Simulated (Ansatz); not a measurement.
The calculation's input:

```
crystal:
  periodic: [false, false, false]
  atoms:
    - { symbol: B, position_ang: [0.020312, -0.483172, -0.369747] }
    - { symbol: H, position_ang: [-0.000785, 0.1342, 1.941514] }
    - { symbol: F, position_ang: [1.143212, 0.146697, -0.615297] }
    - { symbol: F, position_ang: [-1.127149, 0.108043, -0.596366] }
    - { symbol: F, position_ang: [0.045698, -1.733898, 0.041709] }
    - { symbol: H, position_ang: [0.024613, -0.57447, 1.828588] }
basis:
  gaussian: { orbitals: def2-SVP }
hamiltonian:
  xc: pbe0
  dispersion: d4
relax:
  f_tol: 0.03
  max_steps: 50
output:
  orbitals: {}
```

Command:

```sh
ansatz run input.yaml --threads 1 --pin off --max-ram 2048MiB --backend cpu --events-out ev --progress --plain --runs-dir out
```

The fields are those of the run's last geometry, not of the input's.

All numbers below come from Ansatz 0.2.0, RKS PBE0-D4/def2-SVP.

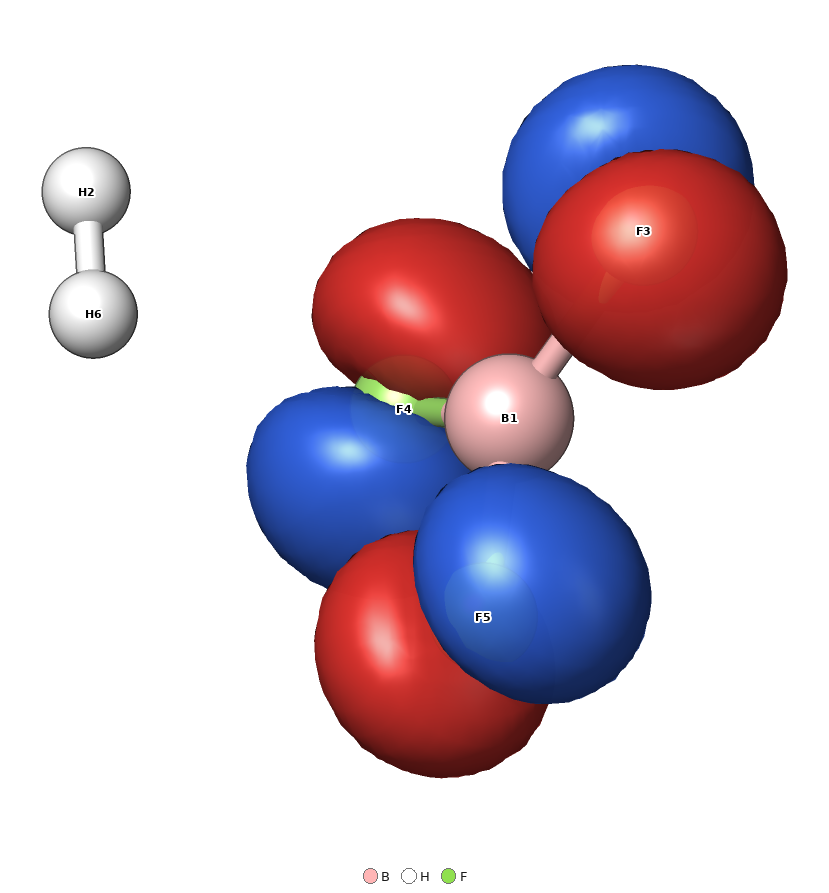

BF₃···H₂. The HOMO at ±0.15 Å⁻³ᐟ² (blue and red are the two phases), seen at a tilt.

Describe this orbital and give its energy.

Answer. It lies mainly on F3 (about 30 %), F4 (about 30 %) and F5 (about 30 %); largely a combination of lone pairs on F3, F4 and F5. Its energy is −11.94 eV.
